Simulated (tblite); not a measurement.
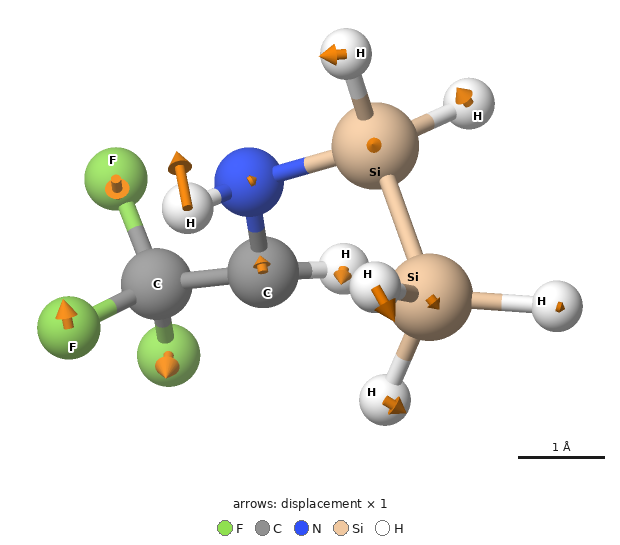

A relaxation of C$_{2}$H$_{7}$F$_{3}$NSi$_{2}$ (multiplicity 2). The starting structure is drawn; orange arrows show the displacements, at their true length. The two geometries are superimposed by the best rigid fit.

Style: ball-and-stick. Shown from a free direction.

Computed with GFN2-xTB geometry optimisation, gas phase in tblite. 

### What happened in the run?

After 99 geometry steps the energy has fallen by 72.9 kJ/mol. The atom that moves furthest after the best rigid fit is an H atom (0.83 Å). By element the largest moves are H 0.83 Å, F 0.47 Å, C 0.22 Å, Si 0.19 Å, N 0.10 Å. Among the contacts that change: Si–Si 2.220 → 2.322 Å, C–N 1.431 → 1.364 Å, C–C 1.504 → 1.460 Å, C–F 1.374 → 1.339 Å. Bond angles that change, for instance: Si–N–H 107.8° → 120.4°, C–N–Si 114.6° → 125.4°, Si–Si–H 107.3° → 117.8°.
